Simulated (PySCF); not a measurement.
```xyz
22

C     2.4267    1.1043   -2.6012
C     2.1601    0.9048   -1.4420
B     1.7985    0.6530   -0.0040
C     1.5283   -0.8272    0.5033
C     0.2369   -0.9422    1.2665
C     0.1825   -1.0825    2.5816
C    -1.0011   -0.8351    0.4204
C    -1.2298    0.6087   -0.0311
C    -2.3511    0.7233   -1.0547
H     2.6652    1.2833   -3.6102
H     1.8049    1.5421    0.7610
H     1.5216   -1.5489   -0.3170
H     2.3500   -1.1005    1.1707
H    -0.7553   -1.1503    3.1077
H     1.0702   -1.1357    3.1895
H    -0.8955   -1.4681   -0.4650
H    -1.8706   -1.1814    0.9826
H    -0.3010    0.9903   -0.4714
H    -1.4557    1.2256    0.8416
H    -3.2911    0.3687   -0.6366
H    -2.1225    0.1291   -1.9371
H    -2.4817    1.7582   -1.3629
```

Geometry: GFN2-xTB.

All numbers below come from PBE0/pcSseg-1, SCF density, gas phase, non-relativistic in PySCF 2.14.0.

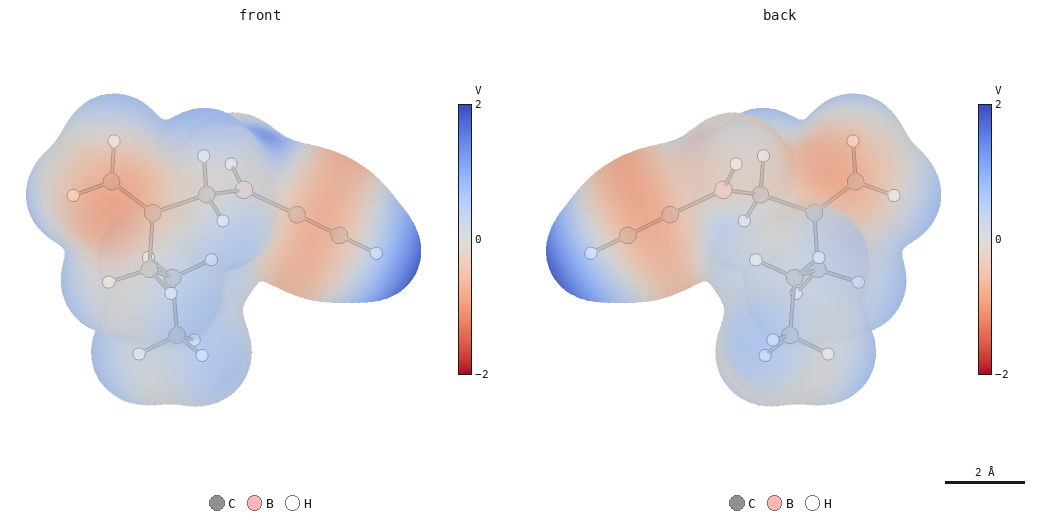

C$_{8}$H$_{13}$B (SMILES C#CBCC(=C)CCC). The molecular electrostatic potential painted on the density surface at 0.002 e/bohr³, seen from the front and from behind; the colour scale runs from red (negative) to blue (positive).

> Describe the electrostatic potential map.

The most negative region (about −0.8 V) lies over the π face of C1, C2, C5 and C6, the most positive (about +1.7 V) over H10.

> How polar is the molecule by this calculation?

Its dipole moment is 1.07 D.
